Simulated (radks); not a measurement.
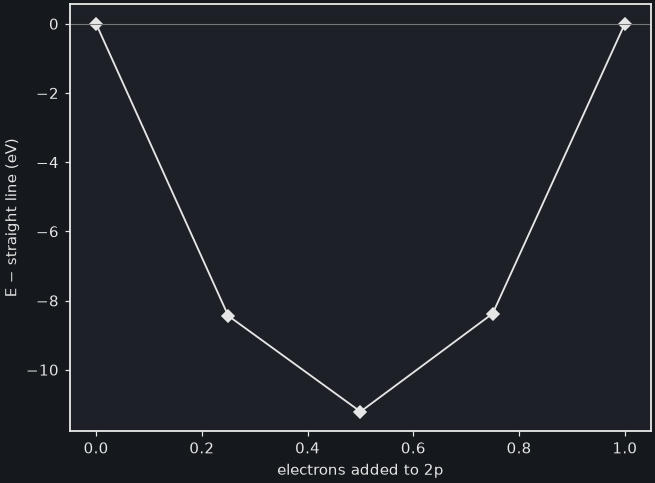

Level of theory: Dirac Kohn-Sham, PBE, spin-unpolarised, spherical densities, finite nucleus. Computed with the in-house radial solver radks. The occupation of the 2p shell is varied from Kr²⁺ ([He] 2s2 2p5 3s2 3p6 3d10 4s2 4p5 (2p1/2: 2, 2p3/2: 3, 4p1/2: 2, 4p3/2: 3)) to Kr⁺ ([Ar] 3d10 4s2 4p5 (4p1/2: 2, 4p3/2: 3)), with spherical fractional occupations. The plot shows the total energy less the straight line between the end points.

**Describe the curve.**

The curve is convex (below the straight line), with the largest deviation among the points computed, −11.21 eV, at 0.5. The end points differ by 1687 eV, the energy to take the electron out. Convexity is the mark of the delocalisation error, which puts fractional charges too low; for p, d and f shells the spherical spreading of the fraction adds to it. The shell lies under occupied ones, so the straight line is a guide here rather than an exact condition.
